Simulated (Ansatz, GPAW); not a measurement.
# Mg/Ir(100) in an electric field, part 3 of 3

How does Mg/Ir(100) screen a perpendicular field?

GPAW 26.7.0 and Ansatz 0.2.0; Ansatz plane waves; slab in vacuum with a dipole correction, relaxation (the session's first sound run).

So far. Step 5 (Field on): The dipole is now 0.0141 e Å, against 0.061 in the run without a field.

### Step 8. In a field

Level of this step: GPAW, PAW setups; slab in vacuum (GPAW).

Contents of run.py:

```python
import json
import numpy as np
from ase import Atoms
from gpaw import GPAW, PW
from gpaw.external import ConstantElectricField

slab = Atoms(
    ['Ir', 'Ir', 'Ir', 'Ir', 'Mg'],
    positions=[
        [1.35765, 1.35765, 8.00000],
        [0.00000, 0.00000, 9.92000],
        [1.35765, 1.35765, 11.87711],
        [0.00000, 0.00000, 13.78891],
        [1.35765, 1.35765, 15.76099]],
    cell=[[2.71529, 0.0, 0.0], [0.0, 2.71529, 0.0], [0.0, 0.0, 24.01413]],
    pbc=[True, True, False])

slab.calc = GPAW(mode=PW(400), xc='PBE', kpts={'size': (12, 12, 1), 'gamma': True},
                 occupations={'name': 'fermi-dirac', 'width': 0.1}, nbands='140%',
                 convergence={'density': 1e-05}, maxiter=200,
                 poissonsolver={'dipolelayer': 'xy'},
                 external=ConstantElectricField(0.1, [0, 0, 1]),
                 symmetry={'tolerance': 1e-3}, txt='slab.txt')
result = {}
energy = slab.get_potential_energy()
fermi = slab.calc.get_fermi_level()
v = slab.calc.get_electrostatic_potential().mean((0, 1)) - fermi
n = slab.calc.get_pseudo_density().mean((0, 1))
L = slab.cell[2, 2]
z = np.arange(len(v)) * L / len(v)
low, high = slab.positions[:, 2].min(), slab.positions[:, 2].max()
below, above = np.interp([low - 5.8, high + 5.8], z, v)
slopes = [np.interp(x, z, np.gradient(v, z)) for x in (low - 5.8, high + 5.8)]
eps = np.array([[slab.calc.get_eigenvalues(k, s) for k in range(len(slab.calc.get_ibz_k_points()))]
                for s in range(slab.calc.get_number_of_spins())]) - fermi
top, bottom = eps[eps < 0].max(), eps[eps > 0].min()
dipole = slab.get_dipole_moment()[2]
print(f'energy {energy:.4f} eV, Fermi level {fermi:.4f} eV, dipole {dipole:.5f} e A')
print(f'potential 5.8 A off the faces, from the Fermi level: lower {below:.4f} eV, upper {above:.4f} eV')
print(f'slope of the potential there: lower {slopes[0]:.5f}, upper {slopes[1]:.5f} eV/A')
print(f'nearest levels on the mesh: {top:.4f} and {bottom:.4f} eV')
print('magnetic moment', round(slab.get_magnetic_moment(), 3))
result.update(energy=energy, fermi=fermi, dipole=dipole, below=below, above=above, slopes=slopes, edges=[top, bottom],
              z=z.tolist(), v=v.tolist(), n=n.tolist(), positions=slab.positions.tolist(),
              forces=slab.get_forces(apply_constraint=False).tolist(), moments=slab.get_magnetic_moments().tolist())
json.dump(result, open('result.json', 'w'))
```

Command:

```
$ OMP_NUM_THREADS=1 OPENBLAS_NUM_THREADS=1 python run.py
```

What it wrote:

```text
energy -37.3617 eV, Fermi level 2.4562 eV, dipole 0.10812 e A
potential 5.8 A off the faces, from the Fermi level: lower 6.1124 eV, upper 3.4586 eV
slope of the potential there: lower -0.00011, upper 0.00029 eV/A
nearest levels on the mesh: -0.0144 and 0.0044 eV
magnetic moment 0.0
```

It took 3.7 min on 1 thread of Intel Xeon Platinum 8488C (Sapphire Rapids), shared host; peak memory 0.46 GiB.

The electrostatic potential energy of an electron (without an applied field's), less the Fermi level, planar mean oscillates, so the rows of the table below give means over windows of 2.04 Å about each position, cut where the curve ends. Its maxima inside the range that stand out by 2 % of the span (Å: eV): 1.6: 6.11, 8.9: -4.09, 10.9: -4.09, 12.9: -4.76, 14.9: -2.49. Its minima: 8.0: -25.5, 10.0: -26.2, 11.9: -26.6, 13.8: -26.3, 15.8: -12.6.

Table of electrostatic potential energy of an electron (without an applied field's), less the Fermi level, planar mean by z; means over each step:

```csv
z (Å),"electrostatic potential energy of an electron (without an applied field's), less the Fermi level, planar mean (eV)"
1.02,5.99
3.06,6.11
5.10,6.03
7.14,-5.98
9.18,-14.7
11.22,-14.6
13.26,-14.8
15.30,-7.54
17.34,0.993
19.38,3.42
21.42,3.46
23.46,3.55
```

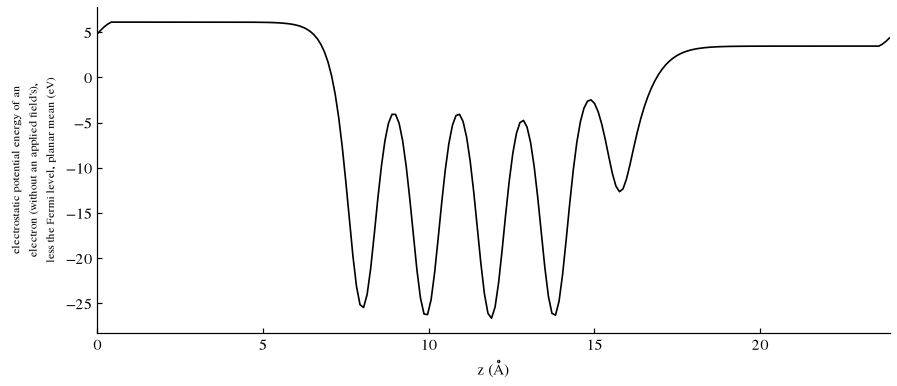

Electrostatic potential energy of an electron (without an applied field's), less the Fermi level, planar mean, plotted against z.

The dipole is now 0.108 e Å, against 0.061 in the run without a field.

### Step 9. Field on

run.py, as its differences from that of step 8:

```diff
@@ -21,3 +21,3 @@
                  poissonsolver={'dipolelayer': 'xy'},
-                 external=ConstantElectricField(0.1, [0, 0, 1]),
+                 external=ConstantElectricField(0.2, [0, 0, 1]),
                  symmetry={'tolerance': 1e-3}, txt='slab.txt')
```

What it wrote:

```text
energy -37.3750 eV, Fermi level 2.4600 eV, dipole 0.15501 e A
potential 5.8 A off the faces, from the Fermi level: lower 6.6808 eV, upper 2.8761 eV
slope of the potential there: lower -0.00012, upper 0.00023 eV/A
nearest levels on the mesh: -0.0145 and 0.0039 eV
magnetic moment 0.0
```

The job ended after 3.9 min (1 thread; peak memory 0.45 GiB).

The dipole is now 0.155 e Å, against 0.061 in the run without a field.

### Step 10. Field on

run.py, as its differences from that of step 9:

```diff
@@ -21,3 +21,3 @@
                  poissonsolver={'dipolelayer': 'xy'},
-                 external=ConstantElectricField(0.2, [0, 0, 1]),
+                 external=ConstantElectricField(0.3, [0, 0, 1]),
                  symmetry={'tolerance': 1e-3}, txt='slab.txt')
```

What it wrote:

```text
energy -37.3929 eV, Fermi level 2.4624 eV, dipole 0.20183 e A
potential 5.8 A off the faces, from the Fermi level: lower 7.2510 eV, upper 2.2972 eV
slope of the potential there: lower -0.00014, upper 0.00019 eV/A
nearest levels on the mesh: -0.0145 and 0.0036 eV
magnetic moment 0.0
```

Wall time 3.9 min (1 thread); peak memory 0.45 GiB.

The dipole is now 0.202 e Å, against 0.061 in the run without a field.

### Step 11. The series

The members are put on one axis.

This step: induced dipole against applied field (GPAW 26.7.0).

The dipole along the normal by field:

| field (V/Å) | dipole along the normal (e·Å) |
| --- | --- |
| -0.200 | -0.0330 |
| -0.100 | 0.0141 |
| -0.050 | 0.0377 |
| 0.000 | 0.0612 |
| 0.050 | 0.0846 |
| 0.100 | 0.108 |
| 0.200 | 0.155 |
| 0.300 | 0.202 |

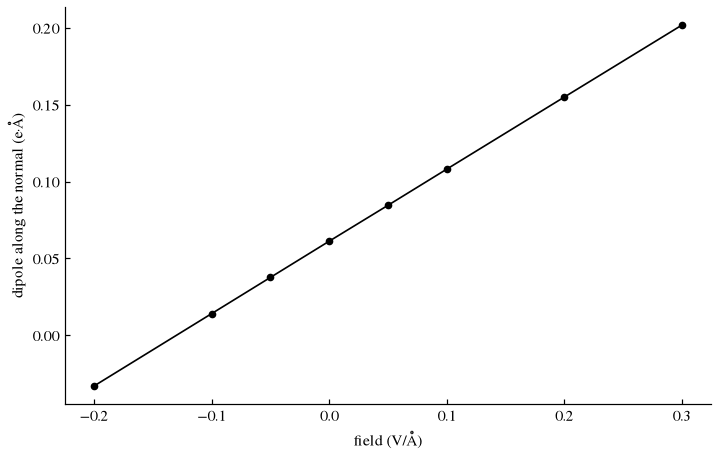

Dipole along the normal against field.

### Step 12. Outcome

| Quantity | Value |
| --- | --- |
| work function, upper and lower face | 4.044 and 5.546 eV |
| dipole along the normal | 0.0612 e Å |
| induced dipole per field | 0.470 e Å per V/Å |
| out-of-plane polarisability per area, α/(ε0 A) | 11.5 Å |

In words: The field induces 0.470 e Å per V/Å, a polarisable thickness α/(ε0 A) of 11.5 Å beside 7.76 Å between the outermost nuclei. A perfect conductor would give the distance between its two image planes; a dielectric of thickness t gives t(1 - 1/ε). The two faces differ by 1.5 eV, the step that the slab's dipole makes (e p/(ε0 A) gives 1.5 eV), so the dipole layer is needed. The induced dipole is linear in the field over this range. The cell of 7.37 Å² holds one Mg, started on one chosen site; other sites and coverages weren't tried. The in-plane lattice was kept as typed, which isn't the functional's own and leaves some strain; spin-orbit coupling and temperature are left out.

[Logs are printed without paths, hosts, clocks, repeated set-up lines and the standing remarks that a program may print on its own settings, such as how far it seeks lower states.]

[Hosts, paths, dates, database ids (printed as entryN), source tags and the programs' standing remarks are cut or masked in the printed files.]
